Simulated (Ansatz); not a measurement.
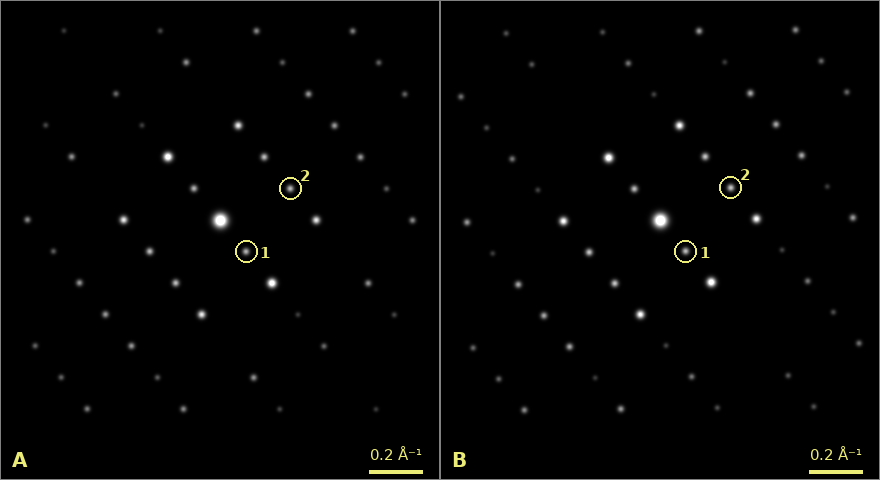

Kinematic electron diffraction patterns (120 kV, B = 0.5 Å², same scale) along [111] of the run's own cell, for the start and the end of one relaxation of KAl2 with DFT PBE, scalar-relativistic, plane waves, PAW in Ansatz 0.2.0. k mesh 8×8×8. The start is a generated model structure, and the relaxation ends in the nearest stationary point of its symmetry, not necessarily the ground state. Spot 1 is -1 1 0 and spot 2 is -1 0 1 in both.

Start structure:

```
K Al
1.0
     2.33308   -6.48096    0.00000
     2.33308    6.48096    0.00000
     0.00000    0.00000    5.54864
K Al
2 4
Direct
  0.22367 0.77633 0.75000
  0.77633 0.22367 0.25000
  0.04045 0.95955 0.25000
  0.95955 0.04045 0.75000
  0.50000 0.50000 0.00000
  0.50000 0.50000 0.50000
```

Which pattern belongs to the start structure, and which to the relaxed one?

A is the start: its cell gives d(1) = 6.481 Å, d(2) = 3.443 Å and an angle of 74.6°. B is the relaxed structure, with d(1) = 6.574 Å (+1.4 %), d(2) = 3.404 Å (-1.1 %) and 75.0°.

Name reflections whose intensity changes strongly on relaxation.

4 -4 0 fades out of sight.

What did the relaxation do to the structure and the energy?

The volume changed by -0.4 % to 27.86 Å³ an atom; with the mean shift removed, the atoms moved by up to 0.16 Å relative to the cell (Al most); the space group stayed Cmcm (No. 63); the free energy fell by 4.5 meV an atom. Relaxed cell: a = 6.952 Å, b = 6.952 Å, c = 5.619 Å, α = 90.00°, β = 90.00°, γ = 142.01°.
